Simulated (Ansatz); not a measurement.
**C2H7Al: frequency calculation**

- system: C2H7Al
- method: RKS PBE0-D4/6-31G* (Ansatz 0.2.0)

It belongs to a series of runs on one base structure; here: vibrations at the highest image of the band. Figures and captions count atoms from 1; the log counts them from 0 in places.

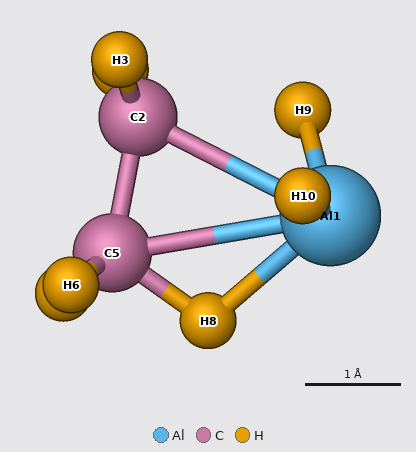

Figure 1. The structure as given in the input (ball-and-stick view, seen at a tilt; atoms are numbered from 1 in the order of the input). Sticks mark near contacts.

Input file
```yaml
crystal:
  periodic: [false, false, false]
  atoms:
    - { symbol: Al, position_ang: [0.327273, 0.708707, -0.027887] }
    - { symbol: C, position_ang: [1.543735, -0.194956, 1.750746] }
    - { symbol: H, position_ang: [0.813421, -0.832919, 2.236719] }
    - { symbol: H, position_ang: [2.529578, -0.634216, 1.638622] }
    - { symbol: C, position_ang: [1.467496, 1.240274, 1.984607] }
    - { symbol: H, position_ang: [0.69604, 1.553474, 2.689246] }
    - { symbol: H, position_ang: [2.422555, 1.734509, 2.180354] }
    - { symbol: H, position_ang: [1.195957, 1.905881, 0.974714] }
    - { symbol: H, position_ang: [1.548325, -0.327878, -0.075797] }
    - { symbol: H, position_ang: [-1.03918, 0.437125, 0.756677] }
basis:
  gaussian: { orbitals: "6-31G*" }
hamiltonian:
  xc: pbe0
  dispersion: d4
phonons: {}
```

Command:
```bash
ansatz run input.yaml --threads 1 --pin off --max-ram 2048MiB --backend cpu --events-out ev --progress --plain --runs-dir out
```

The program's output
```
Engine: ansatz 0.2.0, aarch64-unknown-linux-gnu
Functional definition: PBE0
  parameter a = 0.25
  parameter kappa = 0.804
  parameter beta = 0.06672455060314922
  exchange = (1 - a)*pbe_x(kappa = kappa, mu = beta*pi^2/3) + a*exact_x
  correlation = pbe_c(beta = beta)
738 factors; integrals over basis functions are off by at most 4.9e-4 eV
mean field evaluation 1: about -8769.3828 eV, gradient 4.8e1 eV
mean field evaluation 2: about -8755.2173 eV, gradient 7.7e1 eV
mean field evaluation 4: about -8775.5924 eV, gradient 5.5e0 eV
mean field evaluation 8: about -8775.6866 eV, gradient 1.2e-1 eV
mean field -8775.68661069 eV, -322.5005345689 hartree, gradient 2.3e-5 eV, S^2 0.000000; 0 other end points of the search recorded, 0 dependent functions left out
the calculation of the forces begins
reference -8775.68663735 eV, -322.5005355487 hartree; 16, 16 occupied and 47, 47 virtual orbitals, 738 factors
these checks for a lower state are left out or cut short: stability, starts, cluster_reference, orbital_swaps, neighbouring_geometries, increment
738 factors; integrals over basis functions are off by at most 4.9e-4 eV
mean field evaluation 16: about -8775.6923 eV, gradient 7.5e-2 eV
mean field -8775.68654394 eV, -322.5005321159 hartree, gradient 2.3e-6 eV, S^2 0.000000; 0 other end points of the search recorded, 0 dependent functions left out
[... from here on the field's lines of each further geometry are left out, up to the last ...]
the calculation of the forces begins
reference -8775.68661055 eV, -322.5005345637 hartree; 16, 16 occupied and 47, 47 virtual orbitals, 738 factors
these checks for a lower state are left out or cut short: stability, starts, cluster_reference, orbital_swaps, neighbouring_geometries, increment
738 factors; integrals over basis functions are off by at most 4.9e-4 eV
mean field -8775.68661408 eV, -322.5005346935 hartree, gradient 2.6e-6 eV, S^2 0.000000; 0 other end points of the search recorded, 0 dependent functions left out
the calculation of the forces begins
reference -8775.68664075 eV, -322.5005356735 hartree; 16, 16 occupied and 47, 47 virtual orbitals, 738 factors
WARN: phonons: modes at or below zero, which the zero-point energy, F, S and C_V leave out: 1, the lowest at -928.91 cm⁻¹. A minimum has none, and a first-order saddle one
Total energy: -8775.82145662 eV, -322.5054900655 hartree
Atom 0 at     0.327273     0.708707    -0.027887 Å, force    -0.009024     0.004180     0.005399 eV/Å
Atom 1 at     1.543735    -0.194956     1.750746 Å, force    -0.009644     0.006610    -0.012868 eV/Å
Atom 2 at     0.813421    -0.832919     2.236719 Å, force    -0.001563    -0.008136    -0.003961 eV/Å
Atom 3 at     2.529578    -0.634216     1.638622 Å, force     0.003396     0.001517     0.007497 eV/Å
Atom 4 at     1.467496     1.240274     1.984607 Å, force     0.011929     0.018783     0.009584 eV/Å
Atom 5 at     0.696040     1.553474     2.689246 Å, force    -0.001721    -0.004805     0.001231 eV/Å
Atom 6 at     2.422555     1.734509     2.180354 Å, force     0.001946     0.000885    -0.003394 eV/Å
Atom 7 at     1.195957     1.905881     0.974714 Å, force     0.000155     0.000527     0.005549 eV/Å
Atom 8 at     1.548325    -0.327878    -0.075797 Å, force     0.005439    -0.018500    -0.004869 eV/Å
Atom 9 at    -1.039180     0.437125     0.756677 Å, force    -0.000913    -0.001061    -0.004168 eV/Å
Dipole moment:     0.178935     0.059744     0.327424 e Å
Vibrations: -928.91 312.32 336.97 467.36 522.41 562.73 679.46 746.82 862.57 972.62 1039.62 1144.15 1200.10 1370.54 1460.64 1510.85 1710.33 1719.53 1894.32 1947.45 3126.30 3204.10 3211.35 3293.24 cm⁻¹, zero-point energy 2.064075 eV
```

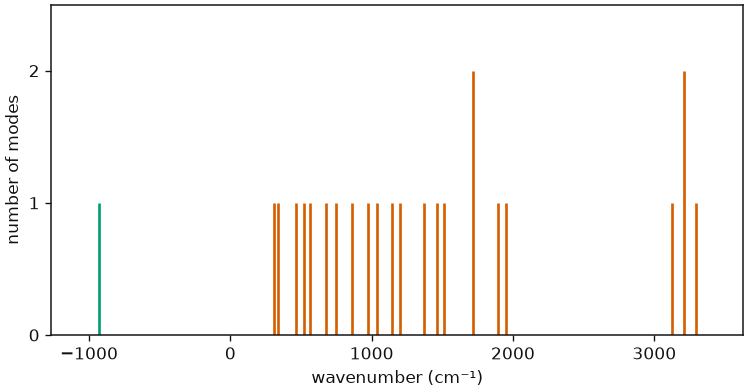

Figure 2. Harmonic vibrational wavenumbers from the force constants; neighbouring modes closer than 19 cm⁻¹ are counted in one stick, and imaginary ones are drawn at negative wavenumbers. 24 modes from 929i to 3293 cm⁻¹, 1 imaginary beyond 8i (929i cm⁻¹): a first-order saddle point, if the geometry is stationary.

Results in brief

| quantity | value |
| --- | --- |
| outcome | converged |
| total energy | −8775.8215 eV |
| mean-field energy | −8775.6866 eV |
| largest force (length of the vector) | 0.024 eV/Å |
| hardware | 1 thread of Arm Neoverse V1, 24 GiB of memory available, shared host |
| wall time | 1.8 min |
| peak memory | 0.12 GiB |
